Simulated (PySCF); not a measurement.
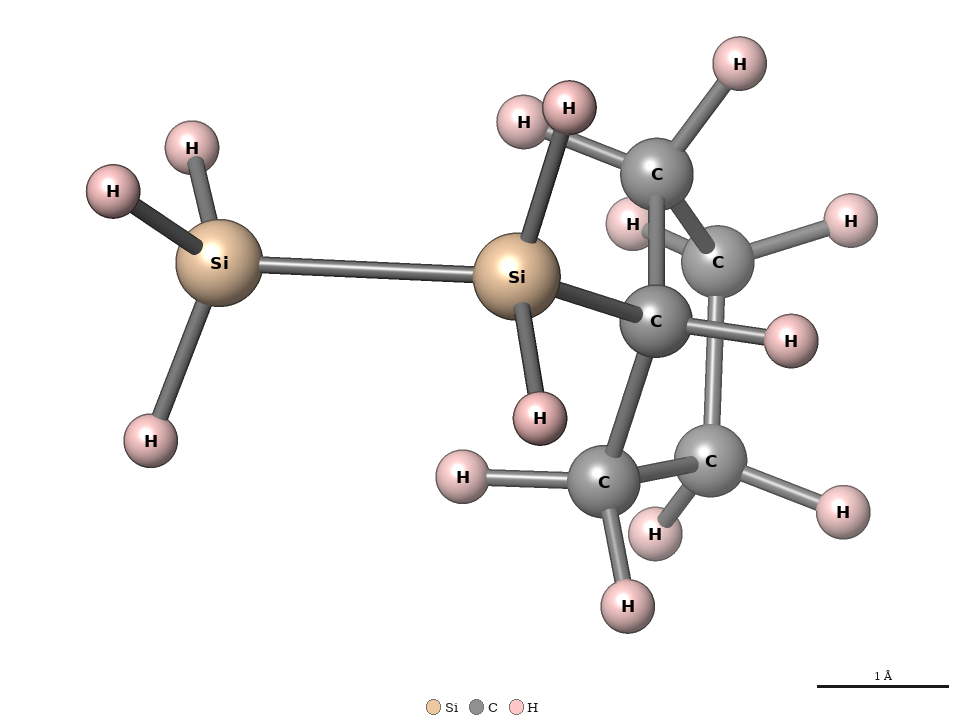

Distant atoms are faded towards the background colour. The computed structure is the end point of a PBE0-D3(BJ)/def2-SVP optimisation. No frequency run is at hand to confirm it as a minimum. Masses are those of the most abundant isotopes; constants are for the rigid equilibrium geometry.

Question: What kind of rotor is it, and what are its rotational constants in cm⁻¹?

Answer: An asymmetric top (C1): A = 0.101, B = 0.0309, C = 0.0297 cm⁻¹. Ray's parameter κ is −0.97, close to the prolate limit.
